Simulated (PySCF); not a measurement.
# [BH4]− (SMILES [BH4-]) at B3LYP/STO-3G

Aim: the energy change on altering one bond length of [BH4]− at B3LYP/STO-3G, from 2 runs. 

The calculation is run with PySCF 2.14.0.

10 further runs of the same task are left out: 1 that didn't finish, 9 set aside as unsound or not needed.

**1. The structure to begin with**

[BH4]− has 5 atoms, charge -1, and is taken as a singlet. SMILES: `[BH4-]`. The shape is that of a GFN2-xTB optimisation.

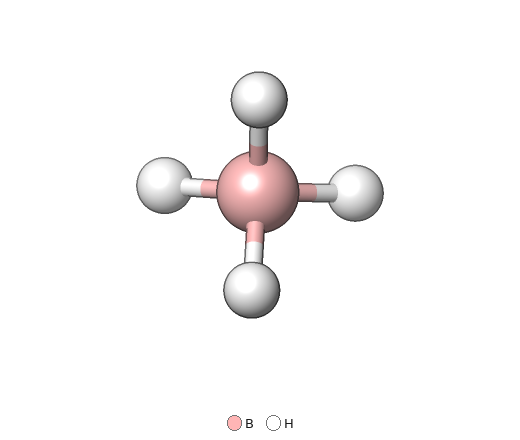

Viewed from a chosen angle; boron pink, hydrogen white.

**2. The energy at B3LYP/STO-3G**

job.py reads:

```python
# [BH4-]
from pyscf import gto, dft

mol = gto.M(
    atom='''
B    0.000100   0.000170  -0.000110
H    0.683660   0.997010   0.217690
H    0.726340  -0.988490  -0.067070
H   -0.600410   0.139700  -1.063360
H   -0.809690  -0.148380   0.912850
''',
    spin=0,
    verbose=3,
    max_memory=1860,
    basis='sto-3g',
    charge=-1,
)

myscf = dft.RKS(mol, xc='b3lyp')
myscf.conv_tol = 1e-10
myscf.grids.level = 5
myscf.kernel()
if not myscf.converged:
    myscf = myscf.newton().run(myscf.mo_coeff, myscf.mo_occ)

etot = myscf.e_tot
print('E(%s) = %.9f' % ('B3LYP', etot))
```

Command:

```console
$ OMP_NUM_THREADS=1 python job.py
```

Standard output:

```text
converged SCF energy = -26.8419024371441
E(B3LYP) = -26.841902437
```

Run time: 1.6 s. Hardware: 1 thread of Arm Neoverse V1, shared host; peak memory 0.16 GiB.

**3. The distorted shape, same level**

mol.xyz reads:

```xyz
5

B     -0.546753    -0.797309    -0.174352
H      0.683660     0.997010     0.217690
H      0.179487    -1.785969    -0.241312
H     -1.147263    -0.657779    -1.237602
H     -1.356543    -0.945859     0.738608
```

calc.py reads:

```python
from pyscf import gto, dft

system = gto.M(
    atom='mol.xyz',
    max_memory=1860,
    basis='sto-3g',
    charge=-1,
    spin=0,
    verbose=3,
)

mf = dft.RKS(system)
mf.xc = 'b3lyp'
mf.grids.level = 5
mf.conv_tol = 1e-10
mf.kernel()
if not mf.converged:
    mf = mf.newton().run(mf.mo_coeff, mf.mo_occ)

e_tot = mf.e_tot
print('Final energy', e_tot)
```

Command:

```console
$ OMP_NUM_THREADS=1 python calc.py
```

Standard output:

```text
converged SCF energy = -26.6929145598384
Final energy -26.692914559838442
```

Run time: 1.6 s. Hardware: 1 thread of Arm Neoverse V1, shared host; peak memory 0.15 GiB.

**4. What came out**

At B3LYP/STO-3G:

| quantity | value |
| --- | --- |
| first shape: total energy | -26.84190 Eh |
| first shape: HOMO energy | 1.86 eV |
| first shape: LUMO energy | 22.19 eV |
| first shape: HOMO–LUMO gap (to an unbound level, set by the basis) | 20.33 eV |
| distorted shape: total energy | -26.69291 Eh |
| distorted shape: HOMO energy | 4.35 eV |
| distorted shape: LUMO energy | 10.96 eV |
| distorted shape: HOMO–LUMO gap (to an unbound level, set by the basis) | 6.62 eV |
| energy change with the B1–H2 bond stretched from 1.228 to 2.211 Å | 4.054 eV |

With the B1–H2 bond stretched from 1.228 to 2.211 Å the energy rises by 4.05 eV (93 kcal/mol). The first shape isn't relaxed at this level, so the change isn't measured from a minimum. The minimal basis adds a large error of its own. The HOMO (first shape) lies at positive energy, 1.86 eV; only total energies tell whether the electron is bound. The HOMO (distorted shape) lies at positive energy, 4.35 eV; only total energies tell whether the electron is bound.
